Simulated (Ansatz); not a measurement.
# CH5AlN: the cost of one run

All numbers below are computed with Ansatz 0.2.0 (RKS B3LYP-D4/def2-SVP).

## 1. The system as given

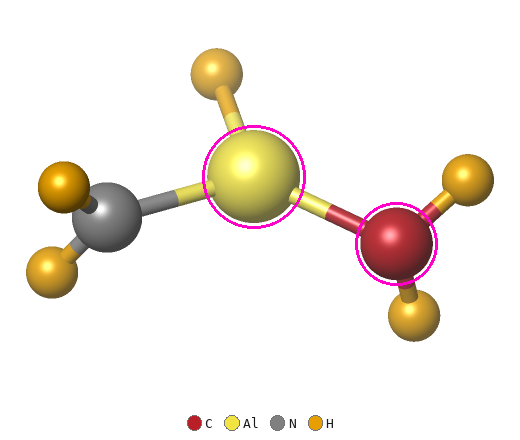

Start, viewed from a chosen angle; carbon red, aluminium yellow, nitrogen grey, hydrogen amber. Ringed: C1, Al2.

As a file:

```xyz
8

C    -0.7668    0.6467   -1.5053
Al    0.0087    0.3797    0.2157
N     0.9396   -1.1207    0.7653
H    -1.8248    0.2851   -1.4047
H    -0.8874    1.7480   -1.6653
H     0.0564    1.2717    1.6451
H     0.5465   -1.8874    1.3031
H     1.9278   -1.3230    0.6462
```

## 2. End point A

File input.yaml:

```yaml
crystal:
  periodic: [false, false, false]
  atoms:
    - { symbol: C, position_ang: [-0.76677, 0.64674, -1.50535] }
    - { symbol: Al, position_ang: [0.00868, 0.37968, 0.21567] }
    - { symbol: "N", position_ang: [0.93956, -1.12073, 0.76528] }
    - { symbol: H, position_ang: [-1.82484, 0.28513, -1.40472] }
    - { symbol: H, position_ang: [-0.88736, 1.74796, -1.66529] }
    - { symbol: H, position_ang: [0.05641, 1.27166, 1.6451] }
    - { symbol: H, position_ang: [0.54654, -1.88742, 1.30312] }
    - { symbol: H, position_ang: [1.92778, -1.32301, 0.64619] }
total_charge: -1
basis:
  gaussian: { orbitals: def2-SVP }
hamiltonian:
  xc: b3lyp
  dispersion: d4
relax:
  f_tol: 0.015
  max_steps: 40
```

Command:

```console
$ ansatz run input.yaml --threads 1 --pin off --max-ram 2048MiB --backend cpu --events-out ev --progress --plain --runs-dir out
```

What time and memory should one allow on 1 thread of Arm Neoverse V2, shared host?

About 41 s, with a peak of 0.14 GiB.
